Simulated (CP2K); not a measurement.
# One shape, several levels: CH3AlO (SMILES [CH3][Al]=[O])

We compute a comparison of 4 runs (BLYP-D3(BJ)/DZVP-MOLOPT-SR-GTH, PBE/DZVP-MOLOPT-SR-GTH, PBE/TZV2P-MOLOPT-PBE-GTH, revPBE-D3(BJ)/TZV2P-MOLOPT-PBE-GTH) of CH3AlO. 

The results are computed with CP2K 2026.2.

### 1 The system as given

The species is CH3AlO (6 atoms), meant as a singlet with charge 0. As SMILES, `[CH3][Al]=[O]`. Geometry: relaxed at PBE0-D4/def2-TZVP.

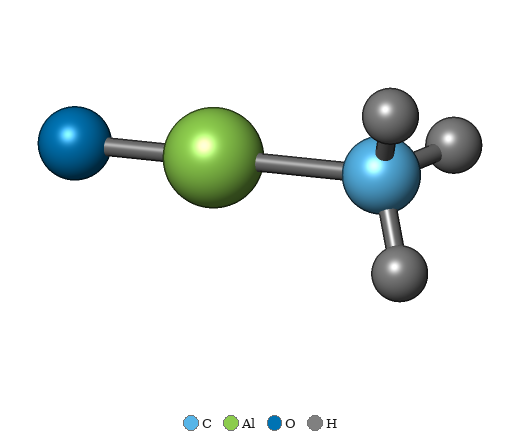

Viewed from a chosen angle; carbon blue, aluminium green, oxygen blue, hydrogen grey.

### 2 A single-point energy at BLYP-D3(BJ)/DZVP-MOLOPT-SR-GTH (core potential) (run 1)

calc.inp reads:

```
&GLOBAL
   PROJECT_NAME calc
   RUN_TYPE ENERGY
   PRINT_LEVEL MEDIUM
&END GLOBAL

&FORCE_EVAL
   METHOD Quickstep
   &DFT
      BASIS_SET_FILE_NAME BASIS_MOLOPT
      POTENTIAL_FILE_NAME GTH_POTENTIALS
      CHARGE 0
      MULTIPLICITY 1
      &QS
         METHOD GPW
         EPS_DEFAULT 1.0E-10
      &END QS
      &MGRID
         CUTOFF 400
         REL_CUTOFF 50
         NGRIDS 4
      &END MGRID
      ! isolated system
      &POISSON
         PERIODIC NONE
         POISSON_SOLVER WAVELET
      &END POISSON
      ! self-consistent field
      &SCF
         SCF_GUESS ATOMIC
         EPS_SCF 1.0E-06
         MAX_SCF 150
         ADDED_MOS 10
         &DIAGONALIZATION
            ALGORITHM STANDARD
         &END DIAGONALIZATION
         &MIXING
            METHOD BROYDEN_MIXING
            ALPHA 0.3
            NBUFFER 8
         &END MIXING
      &END SCF
      &XC
         &XC_FUNCTIONAL BLYP
         &END XC_FUNCTIONAL
         &VDW_POTENTIAL
            POTENTIAL_TYPE PAIR_POTENTIAL
            &PAIR_POTENTIAL
               TYPE DFTD3(BJ)
               PARAMETER_FILE_NAME dftd3.dat
               REFERENCE_FUNCTIONAL BLYP
               R_CUTOFF 15
            &END PAIR_POTENTIAL
         &END VDW_POTENTIAL
      &END XC
      ! extra output
      &PRINT
         &MOMENTS
            PERIODIC F
            REFERENCE COM
            MAX_MOMENT 1
         &END MOMENTS
         &MO ON
            ENERGIES T
            OCCUPATION_NUMBERS T
            NDIGITS 6
            &EACH
               QS_SCF 0
            &END EACH
            ADD_LAST NUMERIC
         &END MO
         &HIRSHFELD OFF
         &END HIRSHFELD
      &END PRINT
   &END DFT
   &SUBSYS
      &CELL
         ABC [angstrom] 13.4 13.4 13.4
         PERIODIC NONE
      &END CELL
      &COORD
         C     -0.412500     0.498200    -0.315400
         Al     0.696700    -0.841400     0.532500
         O      1.611700    -1.946300     1.232100
         H      0.065200     1.479100    -0.263900
         H     -1.383600     0.560900     0.180800
         H     -0.577400     0.249400    -1.366100
      &END COORD
      &TOPOLOGY
         &CENTER_COORDINATES
         &END CENTER_COORDINATES
      &END TOPOLOGY
      &KIND C
         BASIS_SET DZVP-MOLOPT-SR-GTH-q4
         POTENTIAL GTH-BLYP-q4
      &END KIND
      &KIND Al
         BASIS_SET DZVP-MOLOPT-SR-GTH-q3
         POTENTIAL GTH-BLYP-q3
      &END KIND
      &KIND O
         BASIS_SET DZVP-MOLOPT-SR-GTH-q6
         POTENTIAL GTH-BLYP-q6
      &END KIND
      &KIND H
         BASIS_SET DZVP-MOLOPT-SR-GTH-q1
         POTENTIAL GTH-BLYP-q1
      &END KIND
   &END SUBSYS
&END FORCE_EVAL
```

Command:

```sh
$ OMP_NUM_THREADS=1 cp2k.psmp calc.inp > calc.out
```

What it wrote:

```text
CP2K| version string:                                       CP2K version 2026.2
[...]
 GLOBAL| Method name                                                        CP2K
[...]
 GLOBAL| Run type                                                         ENERGY
[...]
 DFT| Spin restricted Kohn-Sham (RKS) calculation                            RKS
 DFT| Multiplicity                                                             1
[...]
 DFT| Charge                                                                   0
[...]
 FUNCTIONAL| BECKE88:
 FUNCTIONAL| LYP:
[...]
 QS| Method:                                                                 GPW
[...]
 QS| Density cutoff [a.u.]:                                                200.0
[...]
 QS| Relative density cutoff [a.u.]:                                        25.0
[...]
                             - Atoms:                                          6
[...]
                             - Spherical basis functions:                     54
[...]
 Number of electrons:                                                         16
[...]
     1 NoMix/Diag. 0.30E+00    5.4     1.17579637       -24.8662594903 -2.49E+01
[...]
    28 Broy./Diag. 0.30E+00    5.3     0.00000038       -25.4873320253  1.34E-05
  *** SCF run converged in    28 steps ***
[...]
  Overlap energy of the core charge distribution:               0.00000088342490
  Self energy of the core charge distribution:                -64.94397506637168
  Core Hamiltonian energy:                                     18.65207493632276
  Hartree energy:                                              27.83152169372060
  Exchange-correlation energy:                                 -7.01997545327494
  Dispersion energy:                                           -0.00697901914108
  Total energy:                                               -25.48733202531944
[...]
                     Mulliken Population Analysis
 #  Atom  Element  Kind  Atomic population                           Net charge
       1     C        1          4.362194                             -0.362194
       2     Al       2          2.313205                              0.686795
       3     O        3          6.522286                             -0.522286
       4     H        4          0.934121                              0.065879
       5     H        4          0.934102                              0.065898
       6     H        4          0.934092                              0.065908
 # Total charge                             16.000000                 -0.000000
[...]
  Dipole moment [Debye]
    X= -0.3021614E+01 Y=  0.3648248E+01 Z= -0.2310067E+01  Total=      5.2703203
 ENERGY| Total FORCE_EVAL ( QS ) energy [hartree]            -25.487332025319436
[...]
```

Run time: 2.5 min. Hardware: 1 thread of Intel Xeon 6975P-C (Granite Rapids), shared host; peak memory 2.9 GiB.

### 3 A single-point energy at PBE/DZVP-MOLOPT-SR-GTH (core potential) (run 2)

molecule.xyz reads:

```xyz
6

C     -0.412500     0.498200    -0.315400
Al     0.696700    -0.841400     0.532500
O      1.611700    -1.946300     1.232100
H      0.065200     1.479100    -0.263900
H     -1.383600     0.560900     0.180800
H     -0.577400     0.249400    -1.366100
```

qs.inp reads:

```
&GLOBAL
  PROJECT_NAME qs
  RUN_TYPE ENERGY
  PRINT_LEVEL MEDIUM
&END

&FORCE_EVAL
  METHOD QUICKSTEP
  &DFT
    BASIS_SET_FILE_NAME BASIS_MOLOPT
    POTENTIAL_FILE_NAME GTH_POTENTIALS
    CHARGE 0
    MULTIPLICITY 1
    &QS
      METHOD GPW
      EPS_DEFAULT 1.0E-10
    &END
    &MGRID
      CUTOFF 400
      REL_CUTOFF 50
      NGRIDS 4
    &END
    &POISSON
      PERIODIC NONE
      POISSON_SOLVER WAVELET
    &END
    &SCF
      SCF_GUESS ATOMIC
      EPS_SCF 1.0E-06
      MAX_SCF 100
      ADDED_MOS 5
      &DIAGONALIZATION
        ALGORITHM STANDARD
      &END
      &MIXING
        METHOD PULAY_MIXING
        ALPHA 0.2
        NBUFFER 4
      &END
    &END
    &XC
      &XC_FUNCTIONAL PBE
      &END
    &END
    &PRINT
      &MOMENTS
        PERIODIC F
        REFERENCE COM
        MAX_MOMENT 1
      &END
      &MO ON
        ENERGIES T
        OCCUPATION_NUMBERS T
        NDIGITS 6
        &EACH
          QS_SCF 0
        &END
        ADD_LAST NUMERIC
      &END
      &HIRSHFELD OFF
      &END
    &END
  &END
  &SUBSYS
    &CELL
      ABC [angstrom] 13.4 13.4 13.4
      PERIODIC NONE
    &END
    &TOPOLOGY
      COORD_FILE_NAME molecule.xyz
      COORD_FILE_FORMAT XYZ
      &CENTER_COORDINATES
      &END
    &END
    &KIND C
      BASIS_SET DZVP-MOLOPT-SR-GTH-q4
      POTENTIAL GTH-PBE-q4
    &END
    &KIND Al
      BASIS_SET DZVP-MOLOPT-SR-GTH-q3
      POTENTIAL GTH-PBE-q3
    &END
    &KIND O
      BASIS_SET DZVP-MOLOPT-SR-GTH-q6
      POTENTIAL GTH-PBE-q6
    &END
    &KIND H
      BASIS_SET DZVP-MOLOPT-SR-GTH-q1
      POTENTIAL GTH-PBE-q1
    &END
  &END
&END
```

Command:

```sh
$ OMP_NUM_THREADS=1 cp2k.psmp -i qs.inp > qs.out 2>&1
```

What it wrote:

```text
CP2K| version string:                                       CP2K version 2026.2
[...]
 GLOBAL| Method name                                                        CP2K
[...]
 GLOBAL| Run type                                                         ENERGY
[...]
 DFT| Spin restricted Kohn-Sham (RKS) calculation                            RKS
 DFT| Multiplicity                                                             1
[...]
 DFT| Charge                                                                   0
[...]
 FUNCTIONAL| PBE:
 QS| Method:                                                                 GPW
[...]
 QS| Density cutoff [a.u.]:                                                200.0
[...]
 QS| Relative density cutoff [a.u.]:                                        25.0
[...]
                             - Atoms:                                          6
[...]
                             - Spherical basis functions:                     54
[...]
 Number of electrons:                                                         16
[...]
     1 NoMix/Diag. 0.20E+00    5.3     1.16715245       -24.8970374714 -2.49E+01
[...]
    24 Pulay/Diag. 0.20E+00    5.0     0.00000057       -25.5178897816 -1.35E-05
  *** SCF run converged in    24 steps ***
[...]
  Overlap energy of the core charge distribution:               0.00000090635940
  Self energy of the core charge distribution:                -64.73453271784982
  Core Hamiltonian energy:                                     18.56895576523786
  Hartree energy:                                              27.70429154322893
  Exchange-correlation energy:                                 -7.05660527858494
  Total energy:                                               -25.51788978160857
[...]
                     Mulliken Population Analysis
 #  Atom  Element  Kind  Atomic population                           Net charge
       1     C        1          4.398093                             -0.398093
       2     Al       2          2.328902                              0.671098
       3     O        3          6.513320                             -0.513320
       4     H        4          0.919907                              0.080093
       5     H        4          0.919879                              0.080121
       6     H        4          0.919899                              0.080101
 # Total charge                             16.000000                 -0.000000
[...]
  Dipole moment [Debye]
    X= -0.3038810E+01 Y=  0.3668870E+01 Z= -0.2323088E+01  Total=      5.3001611
 ENERGY| Total FORCE_EVAL ( QS ) energy [hartree]            -25.517889781608570
[...]
```

Wall time 2 min (1 thread of Intel Xeon 6975P-C (Granite Rapids), shared host); peak memory 2.1 GiB.

Run 3 isn't shown in full; the table further down has it.

### 4 The energy at revPBE-D3(BJ)/TZV2P-MOLOPT-PBE-GTH (core potential) (run 4)

molecule.xyz is that of step 3.

run.inp reads:

```
&GLOBAL
    PROJECT run
    RUN_TYPE ENERGY
    PRINT_LEVEL MEDIUM
&END GLOBAL
&FORCE_EVAL
    METHOD Quickstep
    &DFT
        BASIS_SET_FILE_NAME BASIS_MOLOPT_UZH
        POTENTIAL_FILE_NAME POTENTIAL_UZH
        &QS
            METHOD GPW
            EPS_DEFAULT 1.0E-10
        &END QS
        &MGRID
            CUTOFF 400
            REL_CUTOFF 50
            NGRIDS 4
        &END MGRID
        &POISSON
            PERIODIC NONE
            POISSON_SOLVER WAVELET
        &END POISSON
        &SCF
            SCF_GUESS ATOMIC
            EPS_SCF 1.0E-06
            MAX_SCF 50
            &OT
                MINIMIZER DIIS
                PRECONDITIONER FULL_SINGLE_INVERSE
            &END OT
            &OUTER_SCF
                EPS_SCF 1.0E-06
                MAX_SCF 5
            &END OUTER_SCF
        &END SCF
        &XC
            &XC_FUNCTIONAL
                &PBE
                    PARAMETRIZATION REVPBE
                &END PBE
            &END XC_FUNCTIONAL
            &VDW_POTENTIAL
                POTENTIAL_TYPE PAIR_POTENTIAL
                &PAIR_POTENTIAL
                    TYPE DFTD3(BJ)
                    PARAMETER_FILE_NAME dftd3.dat
                    REFERENCE_FUNCTIONAL revPBE
                    R_CUTOFF 15
                &END PAIR_POTENTIAL
            &END VDW_POTENTIAL
        &END XC
        &PRINT
            &MOMENTS
                PERIODIC F
                REFERENCE COM
                MAX_MOMENT 1
            &END MOMENTS
            &MO_CUBES
                NLUMO 5
                NHOMO -1
                WRITE_CUBE F
            &END MO_CUBES
            &HIRSHFELD OFF
            &END HIRSHFELD
        &END PRINT
    &END DFT
    &SUBSYS
        &CELL
            ABC 13.4 13.4 13.4
            PERIODIC NONE
        &END CELL
        &TOPOLOGY
            COORD_FILE_NAME molecule.xyz
            COORD_FILE_FORMAT XYZ
            &CENTER_COORDINATES
            &END CENTER_COORDINATES
        &END TOPOLOGY
        &KIND C
            BASIS_SET TZV2P-MOLOPT-PBE-GTH-q4
            POTENTIAL GTH-PBE-q4
        &END KIND
        &KIND Al
            BASIS_SET TZV2P-MOLOPT-PBE-GTH-q3
            POTENTIAL GTH-PBE-q3
        &END KIND
        &KIND O
            BASIS_SET TZV2P-MOLOPT-PBE-GTH-q6
            POTENTIAL GTH-PBE-q6
        &END KIND
        &KIND H
            BASIS_SET TZV2P-MOLOPT-PBE-GTH-q1
            POTENTIAL GTH-PBE-q1
        &END KIND
    &END SUBSYS
&END FORCE_EVAL
```

Command:

```sh
$ OMP_NUM_THREADS=1 cp2k.psmp run.inp > run.out
```

What it wrote:

```text
CP2K| version string:                                       CP2K version 2026.2
[...]
 GLOBAL| Method name                                                        CP2K
[...]
 GLOBAL| Run type                                                         ENERGY
[...]
 DFT| Spin restricted Kohn-Sham (RKS) calculation                            RKS
 DFT| Multiplicity                                                             1
[...]
 DFT| Charge                                                                   0
[...]
 FUNCTIONAL| PBE:
[...]
 QS| Method:                                                                 GPW
[...]
 QS| Density cutoff [a.u.]:                                                200.0
[...]
 QS| Relative density cutoff [a.u.]:                                        25.0
[...]
                             - Atoms:                                          6
[...]
                             - Spherical basis functions:                    129
[...]
 Number of electrons:                                                         16
[...]
     1 OT DIIS     0.80E-01    5.6     0.16454648       -23.2152863018 -2.32E+01
[...]
     4 OT DIIS     0.80E-01    4.7     0.00000042       -25.5739342500 -2.31E-10
  *** SCF run converged in     4 steps ***
[...]
  Overlap energy of the core charge distribution:               0.00000093053624
  Self energy of the core charge distribution:                -64.73406759834727
  Core Hamiltonian energy:                                     18.60533052868439
  Hartree energy:                                              27.66243170084857
  Exchange-correlation energy:                                 -7.09977905021895
  Dispersion energy:                                           -0.00785076151738
  Total energy:                                               -25.57393425001440
[...]
                     Mulliken Population Analysis
 #  Atom  Element  Kind  Atomic population                           Net charge
       1     C        1          4.131535                             -0.131535
       2     Al       2          2.254311                              0.745689
       3     O        3          6.667614                             -0.667614
       4     H        4          0.982069                              0.017931
       5     H        4          0.982091                              0.017909
       6     H        4          0.982380                              0.017620
 # Total charge                             16.000000                 -0.000000
[...]
  Dipole moment [Debye]
    X= -0.3185681E+01 Y=  0.3846214E+01 Z= -0.2435274E+01  Total=      5.5563016
[...]
 HOMO - LUMO gap [eV] :    3.636308
 ENERGY| Total FORCE_EVAL ( QS ) energy [hartree]            -25.573934250014396
[...]
```

It took 4 min on 1 thread of Intel Xeon 6975P-C (Granite Rapids), shared host; peak memory 1.5 GiB.

### 5 The series

```
run                                                level  core potential  iteration cap  energy (Eh)  dipole moment (D)  HOMO energy (eV)  LUMO energy (eV)  wall time
  1      BLYP-D3(BJ)/DZVP-MOLOPT-SR-GTH (core potential)        GTH-BLYP            150   -25.487332               5.27             -5.63             -1.92    2.5 min
  2              PBE/DZVP-MOLOPT-SR-GTH (core potential)         GTH-PBE            100   -25.517890               5.30             -5.79             -2.05      2 min
  3            PBE/TZV2P-MOLOPT-PBE-GTH (core potential)         GTH-PBE            100   -25.525948               5.58             -5.91             -2.29      2 min
  4  revPBE-D3(BJ)/TZV2P-MOLOPT-PBE-GTH (core potential)         GTH-PBE             50   -25.573934               5.56             -5.86             -2.22      4 min
```

### 6 Results

```
                quantity          value
     run 4: total energy   -25.57393 Eh
    run 4: dipole moment         5.56 D
      run 4: HOMO energy       -5.86 eV
      run 4: LUMO energy       -2.22 eV
    run 4: HOMO–LUMO gap        3.64 eV
run 4: dispersion energy  -20.61 kJ/mol
```

In words: The dipole moment (its size) runs from 5.27 D (BLYP-D3(BJ)/DZVP-MOLOPT-SR-GTH) to 5.58 D (PBE/TZV2P-MOLOPT-PBE-GTH). The two ends differ in method and basis. The HOMO–LUMO gap runs from 3.62 eV (PBE/TZV2P-MOLOPT-PBE-GTH) to 3.74 eV (PBE/DZVP-MOLOPT-SR-GTH). Totals of different functionals can't be ranked against each other. All runs together took 11 min, the longest 4 min.
